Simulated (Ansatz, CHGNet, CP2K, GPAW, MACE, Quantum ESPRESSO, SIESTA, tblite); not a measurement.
## Random packing of 91Li3PO4-9P3N5 (mol %) (88 atoms) in other programs, against a plane-wave reference

Wanted: errors and costs of other methods on random packing of 91Li3PO4-9P3N5 (mol %) (88 atoms). A plane-wave run serves as the reference.

Calculated with Ansatz 0.2.0; Kohn-Sham DFT, PBE, PAW, plane waves.

## (1) Starting point

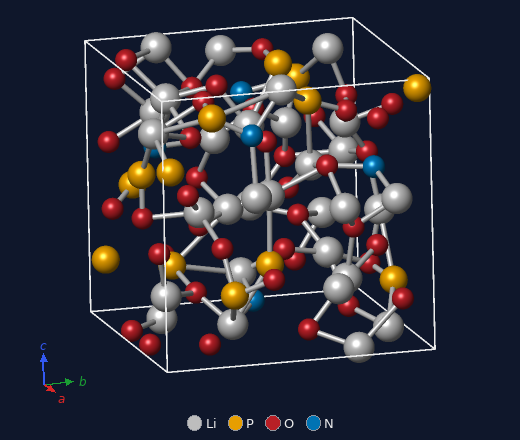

The starting structure, seen slightly off an axis (lithium light grey, phosphorus orange, oxygen red, nitrogen blue). Bonds to atoms that aren't drawn are left out. Some periodic images of atoms are drawn too.

The cell holds 88 atoms: 30 Li, 13 P, 40 O and 5 N. Its edges and angles: a = 9.863 Å, b = 9.863 Å, c = 9.863 Å, α = 90.0°, β = 90.0°, γ = 90.0°. 88 atoms (30 Li, 13 P, 40 O, 5 N) packed at random in a cube at 2.29 g/cm³ and pushed apart as soft spheres, cations and anions kept from their own kind; a start for melting by ab initio MD, not an equilibrated structure. Then every atom was moved at random, 0.05 Å r.m.s. a Cartesian component.

Structure file:

```
Li P O N
1.0
     9.86300    0.00000    0.00000
     0.00000    9.86300    0.00000
     0.00000    0.00000    9.86300
Li P O N
30 13 40 5
Direct
  0.95642 0.68802 0.53714
  0.71982 0.90699 0.02866
  0.60699 0.66033 0.62101
  0.45255 0.83566 0.73053
  0.41327 0.77295 0.24593
  0.96663 0.35614 0.60472
  0.24482 0.67426 0.69461
  0.31560 0.38591 0.67673
  0.65076 0.22917 0.49197
  0.40854 0.18162 0.86201
  0.88808 0.47859 0.97721
  0.51900 0.45827 0.76479
  0.96747 0.65479 0.24552
  0.90018 0.74503 0.00624
  0.34619 0.46609 0.18118
  0.14312 0.46497 0.95627
  0.23835 0.83793 0.95282
  0.85059 0.91178 0.53066
  0.72917 0.07792 0.21257
  0.13218 0.21804 0.74618
  0.15253 0.55920 0.37957
  0.13376 0.83340 0.32476
  0.72928 0.04289 0.81614
  0.70491 0.33081 0.08267
  0.19806 0.20908 0.00101
  0.74353 0.46666 0.55658
  0.74065 0.74985 0.22598
  0.37397 0.41421 0.42648
  0.39439 0.97467 0.38347
  0.19694 0.90127 0.56212
  0.06709 0.14733 0.47125
  0.97005 0.03560 0.72829
  0.74064 0.46411 0.30001
  0.92552 0.20721 0.90301
  0.51121 0.98864 0.14805
  0.57162 0.03981 0.62980
  0.69216 0.63094 0.88021
  0.08155 0.03728 0.20692
  0.90831 0.28342 0.23850
  0.45294 0.59101 0.96647
  0.38452 0.19944 0.23902
  0.99335 0.95639 0.96649
  0.04625 0.77043 0.80948
  0.88376 0.83802 0.84057
  0.59134 0.21916 0.75542
  0.58489 0.05443 0.00448
  0.34115 0.52659 0.78057
  0.15244 0.72245 0.16462
  0.73533 0.46042 0.75313
  0.02910 0.84194 0.65612
  0.26985 0.58559 0.97939
  0.56377 0.04246 0.46738
  0.84899 0.25763 0.40021
  0.80476 0.03398 0.39009
  0.15190 0.23563 0.22172
  0.33423 0.05821 0.99912
  0.34489 0.94598 0.17628
  0.95900 0.17282 0.07871
  0.66248 0.78228 0.82499
  0.99704 0.40666 0.30630
  0.50488 0.27039 0.40899
  0.13745 0.06878 0.88484
  0.17995 0.03937 0.41680
  0.13760 0.69701 0.54511
  0.11383 0.04839 0.64795
  0.91644 0.90758 0.17659
  0.23970 0.90271 0.77550
  0.38190 0.93536 0.59705
  0.75329 0.22480 0.92414
  0.78666 0.76626 0.42480
  0.79846 0.14706 0.59378
  0.77011 0.59613 0.05599
  0.23743 0.32836 0.85178
  0.49573 0.34800 0.91603
  0.20401 0.34874 0.51067
  0.46280 0.61534 0.50945
  0.55077 0.80790 0.07571
  0.61998 0.89950 0.30836
  0.55523 0.23765 0.17450
  0.46103 0.59639 0.28401
  0.28005 0.70155 0.36059
  0.53087 0.99158 0.80133
  0.79949 0.66831 0.66162
  0.94163 0.35015 0.83072
  0.34327 0.15582 0.67162
  0.01647 0.57478 0.76345
  0.66524 0.88016 0.60932
  0.54687 0.45371 0.12541
```

## (2) Reference: Ansatz, plane waves

The PAW files are the set soft_2.

Contents of input.yaml:

```yaml
crystal:
  lattice:
    - [9.863, 0.0, 0.0]
    - [0.0, 9.863, 0.0]
    - [0.0, 0.0, 9.863]
  atoms:
    - { symbol: Li, position: [0.95642, 0.68802, 0.53714] }
    - { symbol: Li, position: [0.71982, 0.90699, 0.02866] }
    - { symbol: Li, position: [0.60699, 0.66033, 0.62101] }
    - { symbol: Li, position: [0.45255, 0.83566, 0.73053] }
    [... 78 atom lines left out ...]
    - { symbol: O, position: [0.79949, 0.66831, 0.66162] }
    - { symbol: "N", position: [0.94163, 0.35015, 0.83072] }
    - { symbol: "N", position: [0.34327, 0.15582, 0.67162] }
    - { symbol: "N", position: [0.01647, 0.57478, 0.76345] }
    - { symbol: "N", position: [0.66524, 0.88016, 0.60932] }
    - { symbol: "N", position: [0.54687, 0.45371, 0.12541] }
kpoints:
  mp_grid: { grid: [1, 1, 1] }
hamiltonian:
  xc: pbe
scf:
  occupations: { method: fermi_dirac, width: 0.05 }
output:
  forces: true
  eigenvalues: true
  populations: true
  stress: true
```

Launch:

```sh
ansatz run input.yaml --threads 8 --pin off --max-ram 15872MiB --backend cpu --events-out ev --progress --plain --runs-dir out
```

Numbers of over 12 decimals in the logs are rounded to 6 here.

The log of the run:

```text
[...]
Pseudopotentials: kind: paw
Pseudopotential: Li, paw, valence charge 3, recommended cutoff 420 eV (normal), Li.paw.azcp
Pseudopotential: P, paw, valence charge 5, recommended cutoff 420 eV (normal), P.paw.azcp
Pseudopotential: O, paw, valence charge 6, recommended cutoff 420 eV (normal), O.paw.azcp
Pseudopotential: N, paw, valence charge 5, recommended cutoff 420 eV (normal), N.paw.azcp
[...]
Crystal: 88 atoms, lattice volume = 959.460 Å³
Basis set: ecut = 420 eV, 18805 PW (Γ), exchange–correlation on 144×144×144 points (8 copies of the dense FFT grid, shifted against one another)
Bands: 298, of which v1, the nominal top of the filled ones, is band 210 counted from 1 (209 counted from 0)
Symmetry: 1 space group operations
Space group: P1 (ITA 1), of the structure as read, at distance tolerance 9.9e-5 Å
k-points: 1
[...]
Initial density: superposition of atomic densities (neutral atoms: chi_scale 0, normalization atom), corrected by the library's trained network
Initial wavefunctions: pseudopotential atomic-orbital guess
[...]
SCF iter   1: F=—  HF=-40515.628356 eV  |F-HF|=—  |Δ(HF+E_count)|=         —  Δρ=1.70e-2  dr2=3.26e0  ethr=1.77e-3  ⟨swp⟩=8.0  Hψ=1519  notcnv=0  defer=44
preconditioner: auto → LDOS  [metal: Δε(μ)=0.049 eV  Ē_g=11.641 eV  σ=0.050 eV  W_gap=0.24  n_scr=202 (ndim 8)  ℏωp=22.7 eV  f_vac=0.027  D(μ)=49.93/eV (n_scr^D=460)  β→1.0]
[...]
SCF iter  14: F=—  HF=-40515.282108 eV  |F-HF|=—  |Δ(HF+E_count)|=   2.13e-9  Δρ=3.31e-6  dr2=1.11e-7  ethr=1.00e-10  ⟨swp⟩=2.0  Hψ=366  notcnv=0  defer=63
SCF iter  15: F=-40515.282108 eV  HF=-40515.282108 eV  |F-HF|=2.82e-8  |Δ(HF+E_count)|=   3.55e-9  Δρ=1.77e-6  dr2=3.47e-8  ethr=2.38e-11  ⟨swp⟩=14.0  Hψ=1422  notcnv=0
SCF 1 converged in 15 iterations: F = -40515.282108 eV  dr2 = 3.47e-8
[...]
SCF converged after 15 iterations
Free energy (F): -40515.282108 eV
Harris-Foulkes:  -40515.282108 eV  (|F-HF|=2.82e-8)
Internal energy: -40514.805487 eV  (E = F + TS)
E sigma→0 (E₀):  -40515.043797 eV
Entropy (-TS):   -0.476621 eV (-5.416 meV/atom)
Fermi energy:    4.301092 eV
--- Per-component energies (eV) ---
[...]
Σ components = -40515.282108   (vs F -40515.282108, Δ=0.00e0)
--- Forces (eV/Å), atoms counted from 1 ---
  atom   1  Li    -1.07562864     0.06974243     0.70721323
  atom   2  Li    -0.82571635    -0.33104851    -0.54549054
  atom   3  Li     0.56007547     1.22370462    -0.82752620
  atom   4  Li    -0.03614114     0.15859290     0.66482751
[...]
atom  88  N     -1.34836799     1.03069640    -0.19183141
  max |Σ_I F_I| component: 1.39e-4 eV/Å
--- Stress (GPa, compression-positive) ---
       -3.790135      -0.050062      -1.818832
       -0.050062      -3.642742      -1.740380
       -1.818832      -1.740381      -2.917677
  P = ⅓ Tr σ = -3.4502 GPa (-34.502 kbar)
--- Band table (eV) ---
  k-point 0: bands = ["-42.0681", "-41.9210", "-41.8021", "-41.5857", [... 282 levels ...], "12.9015", "13.0581", "13.1124", "13.2354", "13.3420", "13.4582", "13.5409", "13.5981", "13.6157", "13.6720", "13.7577", "13.8594"]
--- Löwdin populations: 88 sites ---
  site symbol       q [e]
     0     Li      2.2932
     1     Li      2.2816
     2     Li      2.2737
[...]
87      N      5.4434
  spilling = 0.010928 (of n_electrons = 420.000000)
```

Elapsed: 7.5 s, on 8 threads of Arm Neoverse V2, shared host; peak memory 1.2 GiB.

The run gave:

```
free energy                             : -40515.2821 eV
free energy per atom                    : -460.4009 eV/atom
SCF cycles                              : 15
pressure                                : -3.45 GPa
r.m.s. force component                  : 1.469 eV/Å
longest force                           : 5.411 eV/Å
Fermi energy                            : 4.301 eV
levels partly filled by over 2 per cent : 11
spilling of the projection              : 0.01093
```

Length of the force by element:

| element | coordination | atoms | mean length of the force (eV/Å) | spread | least | most |
| --- | --- | --- | --- | --- | --- | --- |
| Li | all | 30 | 1.06 | 0.302 | 0.381 | 1.58 |
| N | all | 5 | 2.61 | 0.958 | 1.64 | 4.27 |
| O | all | 40 | 2.54 | 1.09 | 0.926 | 5.35 |
| P | all | 13 | 3.52 | 1.45 | 0.991 | 5.41 |

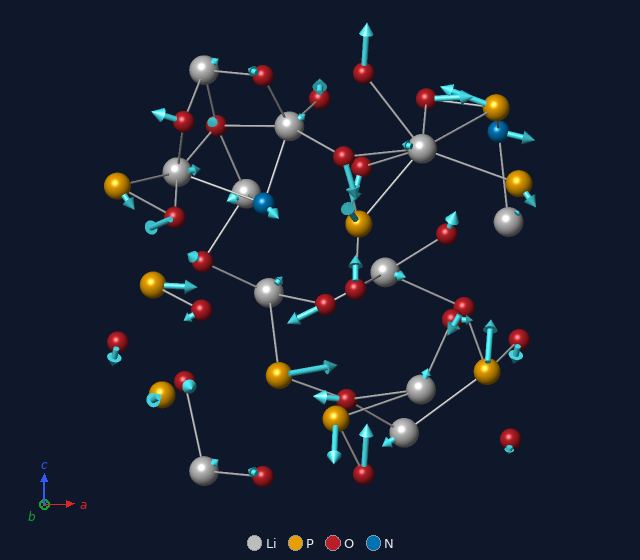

Forces as arrows; the longest in the cell is 5.41 eV/Å. Drawn is a slice 4 Å thick, seen along the normal of the ac plane. Bonds to atoms that aren't drawn are left out.

Löwdin charges by element (they lack the spilled electrons, 0.052 e an atom on average):

| element | coordination | atoms | mean charge (e) | spread | least | most |
| --- | --- | --- | --- | --- | --- | --- |
| Li | all | 30 | 0.718 | 0.0164 | 0.661 | 0.739 |
| N | all | 5 | -0.530 | 0.160 | -0.809 | -0.326 |
| O | all | 40 | -0.665 | 0.0973 | -0.887 | -0.474 |
| P | all | 13 | 0.946 | 0.358 | 0.130 | 1.53 |

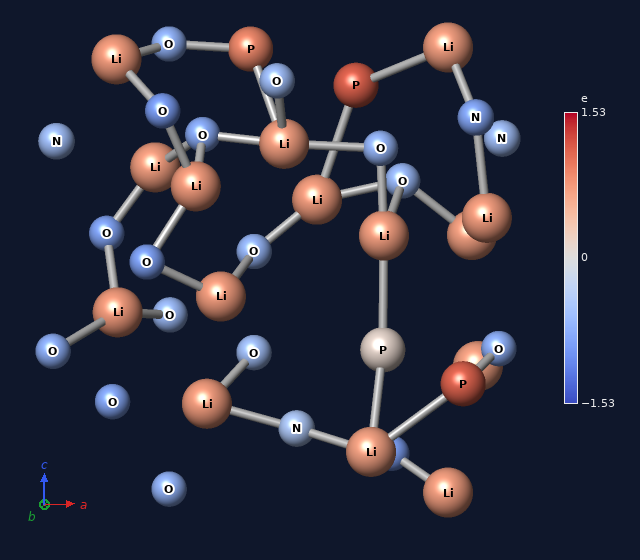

Atoms coloured by Löwdin charge. Drawn is a slice 4 Å thick, seen along the normal of the ac plane. Bonds to atoms that aren't drawn are left out.

The levels nearest the highest filled one (over half full), pooled over k-points and spins:

| level less the highest filled one (eV) | occupation |
| --- | --- |
| -0.181 | 1.96 |
| -0.132 | 1.90 |
| -0.117 | 1.86 |
| -0.065 | 1.65 |
| -0.0456 | 1.53 |
| 0 | 1.13 |
| 0.0433 | 0.705 |
| 0.0647 | 0.524 |
| 0.0776 | 0.431 |
| 0.132 | 0.17 |
| 0.162 | 0.096 |
| 0.215 | 0.034 |

## (3) What was run beside it

The programs:
- CHGNet: machine-learned potential, published weights.
- CP2K 2026.2: Gaussian basis with GTH pseudopotentials and a plane-wave density; labels give functional, basis (MOLOPT sets; SR short-range, UZH the newer set with its own potentials), grid cutoff/relative cutoff and solver (OT: orbital transformation; TRS4, TC2, SIGN: linear-scaling purification with its sparsity filter), or its built-in tight binding.
- GPAW 26.7.0: PAW with atomic orbitals (LCAO), plane waves or a real-space grid of spacing h.
- MACE: machine-learned potential, published weights.
- Quantum ESPRESSO 7.5: plane waves; labels (QE) give functional, pseudopotential set and cutoffs of waves/density.
- SIESTA 5.4.2: numerical atomic orbitals, whose automatically made sets are far from complete, with PseudoDojo norm-conserving potentials that we converted to its format (checked against plane waves on the same files for H, C, O, Si, Ge and Ca alone); labels give functional, basis size, energy shift and mesh cutoff.
- tblite 0.8.0: extended tight binding, driven from Python.

All use the same cell and atoms; the electronic-structure runs use the same k-mesh, and an electronic temperature of 580 K (0.05 eV) where levels are smeared.

Differences are against the plane-wave reference, forces as r.m.s. over components; share is that over the reference's r.m.s. force, slope the least-squares factor from reference forces to these. Total energies of different programs have different zeros and aren't compared.

| run | Δ force, r.m.s. (meV/Å) | share (%) | slope | Δ pressure (GPa) | cores | CPU time | memory (GiB) |
| --- | --- | --- | --- | --- | --- | --- | --- |
| reference | - | - | - | - | 8 | 50 s | 1.2 |
| CHGNet r2SCAN potential | 641 | 43.6 | 1.150 | -2.09 | 1 | 5.1 s | 1.6 |
| CP2K PBE, DZVP-MOLOPT-SR, 280/50 Ry, diagonalisation (coarse) | 111 | 7.56 | 0.991 | 1.26 | 2 | 23 min | 0.99 |
| CP2K PBE, DZVP-MOLOPT-SR, 800/50 Ry, diagonalisation | 63.1 | 4.30 | 0.992 | 0.852 | 4 | 35 min | 5.2 |
| CP2K PBE, SZV-MOLOPT-SR, 800/50 Ry, diagonalisation (coarse) | 1845 | 126 | 0.308 | 22.6 | 2 | 14 min | 4 |
| GPAW PBE, LCAO dzp, h 0.18 Å | 326 | 22.2 | 0.899 | - | 1 | 8.1 min | 1.5 |
| GPAW PBE, LCAO sz(dzp), h 0.18 Å (coarse) | 1930 | 131 | 0.268 | - | 1 | 2 min | 1.1 |
| MACE MP-0b2 small potential | 484 | 32.9 | 1.011 | 2.18 | 1 | 7.2 s | 0.67 |
| MACE MPA-0 medium potential | 356 | 24.2 | 0.981 | 1.08 | 1 | 9.2 s | 1.2 |
| QE PBE, sssp-1.3.0-efficiency, 60/480 Ry | 29.4 | 2.00 | 0.991 | -0.108 | 4 | 33 min | 2.7 |
| SIESTA PBE, DZP, shift 0.01 Ry, mesh 500 Ry | 439 | 29.9 | 0.846 | 1.59 | 2 | 20 min | 2.5 |
| SIESTA PBE, SZ, shift 0.01 Ry, mesh 500 Ry (coarse) | 1940 | 132 | 0.277 | 13.3 | 1 | 4.2 min | 0.93 |
| SIESTA PBE, SZ, shift 0.02 Ry, mesh 500 Ry (coarse) | 1787 | 122 | 0.335 | 6.23 | 1 | 3.7 min | 0.81 |
| tblite GFN1-xTB | 647 | 44.0 | 1.054 | -5.49 | 1 | 6.1 s | 0.12 |

Rows marked coarse were listed beforehand as settings not expected to be converged; some can still land near the reference.

Times of the machine-learned potentials are mostly Python's start and the loading of weights.

CPU time is summed over cores on a shared host, where runs went side by side, so it is rough. Symmetry, cutoffs, thresholds, outputs and thread counts weren't matched or tuned between programs; memory under MPI is the largest rank's times the ranks.

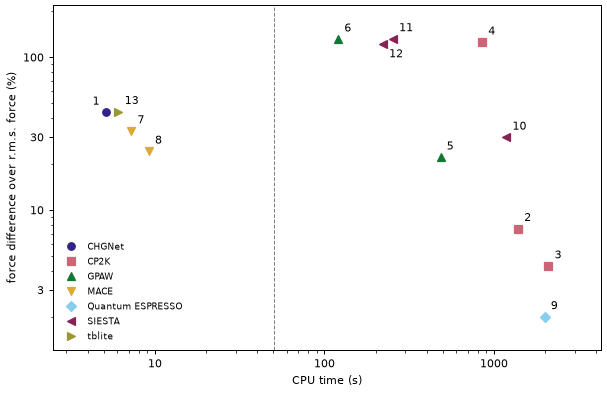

Force difference against CPU time; the dashed line marks the reference's time. Points: 1 CHGNet r2SCAN potential; 2 CP2K PBE, DZVP-MOLOPT-SR, 280/50 Ry, diagonalisation; 3 CP2K PBE, DZVP-MOLOPT-SR, 800/50 Ry, diagonalisation; 4 CP2K PBE, SZV-MOLOPT-SR, 800/50 Ry, diagonalisation; 5 GPAW PBE, LCAO dzp, h 0.18 Å; 6 GPAW PBE, LCAO sz(dzp), h 0.18 Å; 7 MACE MP-0b2 small potential; 8 MACE MPA-0 medium potential; 9 QE PBE, sssp-1.3.0-efficiency, 60/480 Ry; 10 SIESTA PBE, DZP, shift 0.01 Ry, mesh 500 Ry; 11 SIESTA PBE, SZ, shift 0.01 Ry, mesh 500 Ry; 12 SIESTA PBE, SZ, shift 0.02 Ry, mesh 500 Ry; 13 tblite GFN1-xTB.

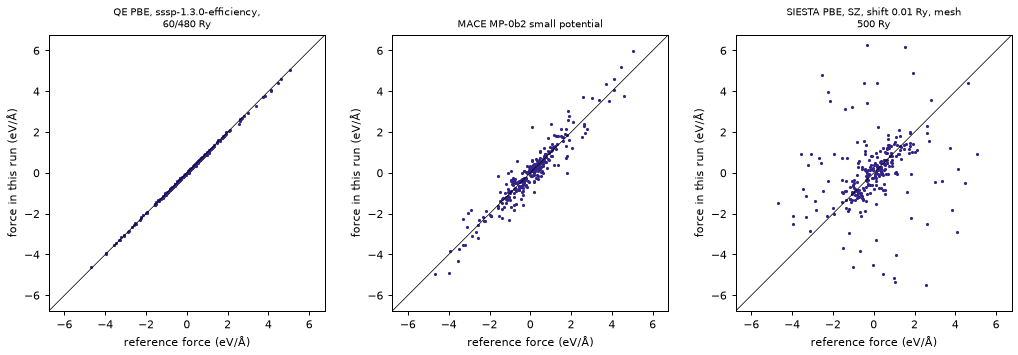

Force components against those of the reference; the line marks equality.

Runs without a result: CP2K GFN1-xTB, diagonalisation (not converged, the SCF not settling).

Mean charges by element (e), by run and scheme:

| run | scheme | Li | P | O | N |
| --- | --- | --- | --- | --- | --- |
| reference | Löwdin | +0.72 | +0.95 | -0.66 | -0.53 |
| CP2K PBE, DZVP-MOLOPT-SR, 800/50 Ry, diagonalisation | Mulliken | +0.50 | +0.40 | -0.47 | -0.27 |
| CP2K PBE, DZVP-MOLOPT-SR, 800/50 Ry, diagonalisation | Hirshfeld | +0.15 | +0.36 | -0.22 | -0.09 |
| SIESTA PBE, DZP, shift 0.01 Ry, mesh 500 Ry | Hirshfeld | +0.06 | +0.35 | -0.15 | -0.04 |
| tblite GFN1-xTB | Mulliken | +0.35 | +0.46 | -0.41 | -0.05 |

The reference's Löwdin charges lack the electrons that the projection spills, 0.052 e an atom on average.

Within one program, basis, potentials and functional, energies share a zero. Each run against its twin at the usual cutoff or grid and solver:

| run | twin | Δ energy (meV/atom) | Δ force, r.m.s. (meV/Å) | CPU time over the twin's |
| --- | --- | --- | --- | --- |
| CP2K PBE, DZVP-MOLOPT-SR, 280/50 Ry, diagonalisation | DZVP-MOLOPT-SR, 800/50 Ry, diagonalisation | -5.43 | 94.6 | 0.66 (this twin ran on 4 cores) |

A second geometry, displaced anew (every atom was moved at random, 0.06 Å r.m.s. a Cartesian component), gives an energy difference that all programs can be tested on. The reference puts it at -13.87 meV/atom.

| run | energy less the first geometry's (meV/atom) | error (meV/atom) | force share at the second geometry (%) |
| --- | --- | --- | --- |
| CHGNet r2SCAN potential | -17.84 | -3.97 | 47.2 |
| QE PBE, sssp-1.3.0-efficiency, 60/480 Ry | -13.85 | 0.0245 | 1.88 |
| SIESTA PBE, DZP, shift 0.01 Ry, mesh 500 Ry | -11.01 | 2.86 | 29.9 |
| CP2K PBE, DZVP-MOLOPT-SR, 800/50 Ry, diagonalisation | -14.10 | -0.234 | 4.53 |
| GPAW PBE, LCAO dzp, h 0.18 Å | -9.154 | 4.72 | 22.5 |
| MACE MP-0b2 small potential | -11.26 | 2.61 | 32.6 |
| MACE MPA-0 medium potential | -12.26 | 1.61 | 25.0 |
| SIESTA PBE, SZ, shift 0.01 Ry, mesh 500 Ry | -6.597 | 7.27 | 130 |
| SIESTA PBE, SZ, shift 0.02 Ry, mesh 500 Ry | -8.660 | 5.21 | 119 |
| GPAW PBE, LCAO sz(dzp), h 0.18 Å | -2.848 | 11.0 | 131 |
| CP2K PBE, DZVP-MOLOPT-SR, 280/50 Ry, diagonalisation | -14.36 | -0.492 | 8.21 |

## (4) Outcome

| Quantity | Value |
| --- | --- |
| reference r.m.s. force component | 1.47 eV/Å |
| nearest in forces | QE PBE, sssp-1.3.0-efficiency, 60/480 Ry, 2.0 % |
| farthest in forces | SIESTA PBE, SZ, shift 0.01 Ry, mesh 500 Ry (coarse), 132 % |
| cheapest electronic-structure run beside the reference | tblite GFN1-xTB, 6.1 s of CPU time |

In words: PBE on plane waves or a grid with other potentials, cutoffs or grids, coarse settings apart, differs from the reference by 2.0 % (QE PBE, sssp-1.3.0-efficiency, 60/480 Ry) of the r.m.s. force; this holds the reference's own error, so differences of a few per cent don't tell which side is nearer the exact PBE result (QE's 60 Ry are 816 eV, against the reference's 420 eV). The PBE runs in local orbitals, coarse settings apart, differ by 4.3 % (CP2K PBE, DZVP-MOLOPT-SR, 800/50 Ry, diagonalisation) to 30 % (SIESTA PBE, DZP, shift 0.01 Ry, mesh 500 Ry); basis, grid and potentials can all enter. Tight binding differs by 44 % (tblite GFN1-xTB); it is another model, with fitted parameters of its own, and the xTB methods hold dispersion. Machine-learned potentials differ by 24 % (MACE MPA-0 medium potential) to 44 % (CHGNet r2SCAN potential); they were trained on other programs' data, some at another functional. CP2K PBE, DZVP-MOLOPT-SR, 800/50 Ry, diagonalisation needed 90 SCF steps, so its time overstates the method's usual cost. Runs with settings chosen to be coarse differ by 7.6 % (CP2K PBE, DZVP-MOLOPT-SR, 280/50 Ry, diagonalisation) to 132 % (SIESTA PBE, SZ, shift 0.01 Ry, mesh 500 Ry), their programs' other errors included. One electronic-structure run takes under half the reference's CPU time: tblite GFN1-xTB, at 44 % in 6.1 s against 50 s; its pressure misses by -5.5 GPa. GPAW PBE, LCAO dzp, h 0.18 Å softens the forces by a factor of 0.90 while following their directions (correlation 0.977). In pressure, CP2K PBE, SZV-MOLOPT-SR, 800/50 Ry, diagonalisation misses by +22.6 GPa, at the same functional. Charges hang on model, scheme and program or settings: among these rows the mean for Li runs from +0.06 to +0.72 e. The energy difference between the two geometries, -13.9 meV/atom in the reference, is met best by QE PBE, sssp-1.3.0-efficiency, 60/480 Ry (+0.0245) and worst by GPAW PBE, LCAO sz(dzp), h 0.18 Å (coarse) (+11). In the reference: 11 levels are partly filled, by over 2 % (at Γ alone): at this level the cell shows no clear gap. Levels of broken or missing bonds inside a gap of the host would look the same. In the reference: mean Löwdin charges: Li +0.72, N -0.53, O -0.66, P +0.95 e (they miss 1.1 % of the electrons, so they add up to more than the cell's charge). Periodic xTB results under one method name differ between programs and library versions. The potentials hold different valence shells: 420 electrons in the reference, 360 in GPAW; this bears on time and differences. Machine-learned potentials mimic data converged in k, so the reference's own k-point error enters their differences. The reference's pressure of -3.5 GPa belongs to a cell and atoms that aren't relaxed at this level. The electronic-structure runs sample only Γ, in a cell whose shortest periodic width is 10 Å, which is coarse for a cell with partly filled levels.

[Also dropped from logs without a mark: logging warnings of Python, and SIESTA's first energy breakdown and zero terms.]

[Logs are printed without paths, hosts, clocks, repeated set-up lines and the standing remarks that a program may print on its own settings, such as how far it seeks lower states.]

[Hosts, paths, dates, database ids (printed as entryN), source tags and the programs' standing remarks are cut or masked in the printed files.]
